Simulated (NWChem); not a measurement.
# LiCl: single-point calculation (part 1 of 2)

LiCl, computed with CCSD(T)/cc-pVTZ, RHF (NWChem 7.3.0).

The geometry comes from this level: PBE0-D4/def2-TZVP.

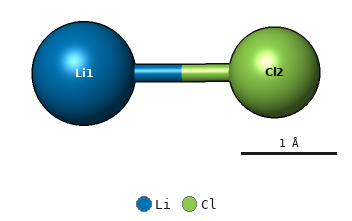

The structure as given in the input (ball-and-stick view, seen on its broad side; atoms are numbered from 1 in the order of the input). Sticks mark near contacts.

### Input file
```
start job
title "ClLi"
memory stack 880 mb heap 220 mb global 1100 mb

geometry units angstroms noautosym nocenter noautoz
Li    0.857060   -0.306110    0.430800
Cl   -0.857060    0.306110   -0.430800
end

basis spherical bse
* library cc-pVTZ
end

scf
thresh 1e-08
maxiter 80
end

ccsd
freeze core 5
maxiter 60
end

task ccsd(t) energy
```

Hardware: 1 thread of Intel Xeon @ 2.50GHz (Skylake/Cascade Lake), 12 GiB of memory available, shared host.

Command:
```bash
nwchem job.nw > job.out
```

### Output
```
Northwest Computational Chemistry Package (NWChem) 7.3.0
             --------------------------------------------------------

           Job information
           ---------------

    nwchem branch   = 7.3.0
    use scalapack   = T
    input           = job.nw
    prefix          = job.
    data base       = ./job.db
    status          = startup
    nproc           =        1

           Memory information
           ------------------

    heap     =     28835838 doubles =      220.0 Mbytes
    stack    =    115343355 doubles =      880.0 Mbytes
    global   =    144179200 doubles =     1100.0 Mbytes (distinct from heap & stack)
    total    =    288358393 doubles =     2200.0 Mbytes
    verify   = yes
    hardfail = no

           Directory information
           ---------------------

  0 permanent = .
  0 scratch   = .

                                NWChem Input Module
                                -------------------

                                       ClLi
                                       ----

 Scaling coordinates for geometry "geometry" by  1.889725989
 (inverse scale =  0.529177249)

                             Geometry "geometry" -> ""
                             -------------------------

 Output coordinates in angstroms (scale by  1.889725989 to convert to a.u.)

  No.       Tag          Charge          X              Y              Z
 ---- ---------------- ---------- -------------- -------------- --------------
    1 Li                   3.0000     0.85706000    -0.30611000     0.43080000
    2 Cl                  17.0000    -0.85706000     0.30611000    -0.43080000

      Atomic Mass
      -----------

      Li                 7.016000
      Cl                34.968850

 Effective nuclear repulsion energy (a.u.)      13.4015742378

            Nuclear Dipole moment (a.u.)
            ----------------------------
        X                 Y               Z
 ---------------- ---------------- ----------------
   -22.6745197808     8.0984963131   -11.3973153823

            XYZ format geometry
            -------------------
     2
 geometry
 Li                    0.85706000    -0.30611000     0.43080000
 Cl                   -0.85706000     0.30611000    -0.43080000

 ==============================================================================
                                internuclear distances
 ------------------------------------------------------------------------------
       center one      |      center two      | atomic units |  angstroms
 ------------------------------------------------------------------------------
    2 Cl               |   1 Li               |     3.80552  |     2.01380
 ------------------------------------------------------------------------------
                         number of included internuclear distances:          1
 ==============================================================================

 Summary of "ao basis" -> "" (spherical)
 ------------------------------------------------------------------------------
       Tag                 Description            Shells   Functions and Types
 ---------------- ------------------------------  ------  ---------------------
 *                          cc-pVTZ                   on all atoms

                      Basis "ao basis" -> "ao basis" (spherical)
                      -----
  [basis functions not shown]

 Summary of "ao basis" -> "ao basis" (spherical)
 ------------------------------------------------------------------------------
       Tag                 Description            Shells   Functions and Types
 ---------------- ------------------------------  ------  ---------------------
 Li                         cc-pVTZ                 10       30   4s3p2d1f
 Cl                         cc-pVTZ                 12       34   5s4p2d1f

                                 NWChem SCF Module
                                 -----------------

                                       ClLi

  ao basis        = "ao basis"
  functions       =    64
  atoms           =     2
  closed shells   =    10
  open shells     =     0
  charge          =   0.00
  wavefunction    = RHF
  input vectors   = atomic
  output vectors  = ./job.movecs
  use symmetry    = F
  symmetry adapt  = F

 Summary of "ao basis" -> "ao basis" (spherical)
 ------------------------------------------------------------------------------
       Tag                 Description            Shells   Functions and Types
 ---------------- ------------------------------  ------  ---------------------
 Li                         cc-pVTZ                 10       30   4s3p2d1f
 Cl                         cc-pVTZ                 12       34   5s4p2d1f

 Forming initial guess at       0.1s

      Superposition of Atomic Density Guess
      -------------------------------------

 Sum of atomic energies:        -466.91912354

      Non-variational initial energy
      ------------------------------

 Total energy =    -466.847485
 1-e energy   =    -670.909573
 2-e energy   =     190.660514
 HOMO         =      -0.462657
 LUMO         =      -0.048453

 Starting SCF solution at       1.1s

 ----------------------------------------------
         Quadratically convergent ROHF

 Convergence threshold     :          1.000E-08
 Maximum no. of iterations :           80
 Final Fock-matrix accuracy:          1.000E-10
 ----------------------------------------------

              iter       energy          gnorm     gmax       time
             ----- ------------------- --------- --------- --------
                 1     -467.0243752656  5.40D-01  1.58D-01      2.3
                 2     -467.0501932409  1.18D-01  3.38D-02      4.9
                 3     -467.0510636288  5.42D-03  2.17D-03      8.6
                 4     -467.0510699033  2.29D-05  1.11D-05     14.9
                 5     -467.0510699033  1.18D-09  3.84D-10     25.0

       Final RHF  results
       ------------------

         Total SCF energy =   -467.051069903332
      One-electron energy =   -673.792000704878
      Two-electron energy =    193.339356563703
 Nuclear repulsion energy =     13.401574237842

        Time for solution =     24.0s

             Final eigenvalues
             -----------------

              1
    1 -104.7272
    2  -10.4535
    3   -7.9197
    4   -7.9194
    5   -7.9194
    6   -2.4798
    7   -0.9720
    8   -0.4073
    9   -0.3791
   10   -0.3791
   11   -0.0097
   12    0.0373
   13    0.0373
   14    0.0595
   15    0.1232
   16    0.1232
   17    0.1255
   18    0.1948
   19    0.1994
   20    0.1994

                       ROHF Final Molecular Orbital Analysis
                       -------------------------------------

 Vector    2  Occ=2.000000D+00  E=-1.045354D+01
              MO Center= -8.6D-01,  3.1D-01, -4.3D-01, r^2= 6.5D-02
   Bfn.  Coefficient  Atom+Function         Bfn.  Coefficient  Atom+Function
  ----- ------------  ---------------      ----- ------------  ---------------
    32      0.939139  2 Cl s

 Vector    3  Occ=2.000000D+00  E=-7.919700D+00
              MO Center= -8.6D-01,  3.1D-01, -4.3D-01, r^2= 5.7D-02
   Bfn.  Coefficient  Atom+Function         Bfn.  Coefficient  Atom+Function
  ----- ------------  ---------------      ----- ------------  ---------------
    36      0.826667  2 Cl px                38      0.415523  2 Cl pz
    37     -0.295255  2 Cl py

 Vector    4  Occ=2.000000D+00  E=-7.919441D+00
              MO Center= -8.6D-01,  3.1D-01, -4.3D-01, r^2= 5.7D-02
   Bfn.  Coefficient  Atom+Function         Bfn.  Coefficient  Atom+Function
  ----- ------------  ---------------      ----- ------------  ---------------
    38      0.614842  2 Cl pz                37     -0.555591  2 Cl py
    36     -0.507486  2 Cl px

 Vector    5  Occ=2.000000D+00  E=-7.919441D+00
              MO Center= -8.6D-01,  3.1D-01, -4.3D-01, r^2= 5.7D-02
   Bfn.  Coefficient  Atom+Function         Bfn.  Coefficient  Atom+Function
  ----- ------------  ---------------      ----- ------------  ---------------
    37      0.740474  2 Cl py                38      0.627195  2 Cl pz

 Vector    6  Occ=2.000000D+00  E=-2.479784D+00
              MO Center=  8.6D-01, -3.1D-01,  4.3D-01, r^2= 1.3D-01
   Bfn.  Coefficient  Atom+Function         Bfn.  Coefficient  Atom+Function
  ----- ------------  ---------------      ----- ------------  ---------------
     1      0.993377  1 Li s

 Vector    7  Occ=2.000000D+00  E=-9.719826D-01
              MO Center= -8.1D-01,  2.9D-01, -4.1D-01, r^2= 8.4D-01
   Bfn.  Coefficient  Atom+Function         Bfn.  Coefficient  Atom+Function
  ----- ------------  ---------------      ----- ------------  ---------------
    34      0.610261  2 Cl s                 35      0.371485  2 Cl s

 Vector    8  Occ=2.000000D+00  E=-4.072598D-01
              MO Center= -8.1D-01,  2.9D-01, -4.1D-01, r^2= 1.3D+00
   Bfn.  Coefficient  Atom+Function         Bfn.  Coefficient  Atom+Function
  ----- ------------  ---------------      ----- ------------  ---------------
    42      0.439809  2 Cl px                45      0.266844  2 Cl px
    44      0.221069  2 Cl pz                39      0.201867  2 Cl px
     3      0.174510  1 Li s                 43     -0.157083  2 Cl py

 Vector    9  Occ=2.000000D+00  E=-3.791497D-01
              MO Center= -7.9D-01,  2.8D-01, -4.0D-01, r^2= 1.4D+00
   Bfn.  Coefficient  Atom+Function         Bfn.  Coefficient  Atom+Function
  ----- ------------  ---------------      ----- ------------  ---------------
    44      0.463596  2 Cl pz                47      0.306916  2 Cl pz
    42     -0.253638  2 Cl px                41      0.208054  2 Cl pz
    45     -0.167917  2 Cl px

 Vector   10  Occ=2.000000D+00  E=-3.791497D-01
              MO Center= -7.9D-01,  2.8D-01, -4.0D-01, r^2= 1.4D+00
   Bfn.  Coefficient  Atom+Function         Bfn.  Coefficient  Atom+Function
  ----- ------------  ---------------      ----- ------------  ---------------
    43      0.503126  2 Cl py                46      0.333086  2 Cl py
    40      0.225794  2 Cl py

 Vector   11  Occ=0.000000D+00  E=-9.735839D-03
              MO Center=  2.2D+00, -7.8D-01,  1.1D+00, r^2= 6.8D+00
   Bfn.  Coefficient  Atom+Function         Bfn.  Coefficient  Atom+Function
  ----- ------------  ---------------      ----- ------------  ---------------
     4      0.914291  1 Li s                 11      0.323674  1 Li px
    13      0.162694  1 Li pz

 Vector   12  Occ=0.000000D+00  E= 3.730303D-02
              MO Center=  1.1D+00, -4.0D-01,  5.6D-01, r^2= 1.8D+01
   Bfn.  Coefficient  Atom+Function         Bfn.  Coefficient  Atom+Function
  ----- ------------  ---------------      ----- ------------  ---------------
    13      0.695573  1 Li pz                12     -0.603774  1 Li py
    11     -0.565275  1 Li px

 Vector   13  Occ=0.000000D+00  E= 3.730303D-02
              MO Center=  1.1D+00, -4.0D-01,  5.6D-01, r^2= 1.8D+01
   Bfn.  Coefficient  Atom+Function         Bfn.  Coefficient  Atom+Function
  ----- ------------  ---------------      ----- ------------  ---------------
    12      0.833916  1 Li py                13      0.685777  1 Li pz

 Vector   14  Occ=0.000000D+00  E= 5.947368D-02
              MO Center=  6.1D-01, -2.2D-01,  3.1D-01, r^2= 2.1D+01
   Bfn.  Coefficient  Atom+Function         Bfn.  Coefficient  Atom+Function
  ----- ------------  ---------------      ----- ------------  ---------------
    11      1.178814  1 Li px                 8     -0.834681  1 Li px
    13      0.592529  1 Li pz                35     -0.439557  2 Cl s
    10     -0.419551  1 Li pz                12     -0.421029  1 Li py
     4     -0.365929  1 Li s                  9      0.298117  1 Li py
     3      0.219328  1 Li s                 45     -0.219814  2 Cl px
```
